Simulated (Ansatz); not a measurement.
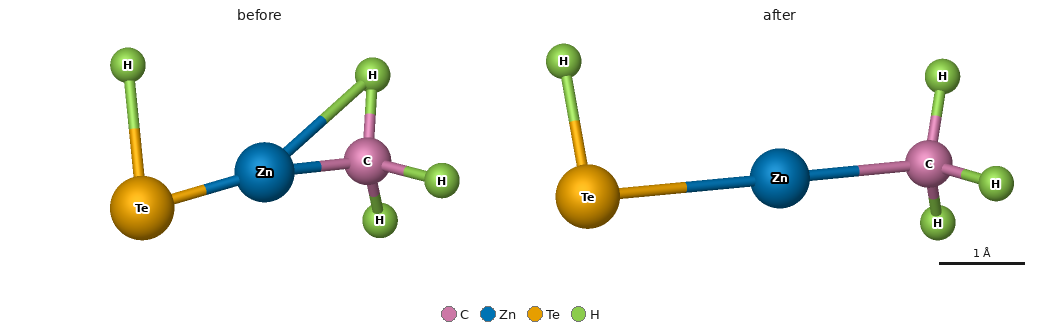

The structure of CH$_{4}$TeZn (coarse preliminary run) before (left) and after (right) a relaxation, at one scale.

Style: ball-and-stick. Shown at a tilt.

The start comes from a force field.

Level of theory: RKS PBE-D4/def2-SVP in Ansatz 0.2.0. Set-up: force threshold 0.03 eV/Å; at most 200 steps.

Question: Summarise the run.

Answer: The atom that moves furthest after the best rigid fit is an H atom (1.06 Å). By element the largest moves are H 1.06 Å, Te 0.99 Å, C 0.52 Å, Zn 0.13 Å. Some distances before and after: C–Te 2.993 → 4.457 Å, Te–Zn 1.593 → 2.509 Å, H–Zn 2.026 → 2.558 Å, C–Zn 1.425 → 1.947 Å. Among the angles between lasting bonds that change: C–Zn–Te 165.0° → 179.9°, Zn–Te–H 76.0° → 87.7°, Zn–C–H 116.6° → 110.8°. The energy falls by 2028.8 kJ/mol in 10 geometry steps. Largest force component: 58 eV/Å at the start, 0.007 eV/Å at the end.
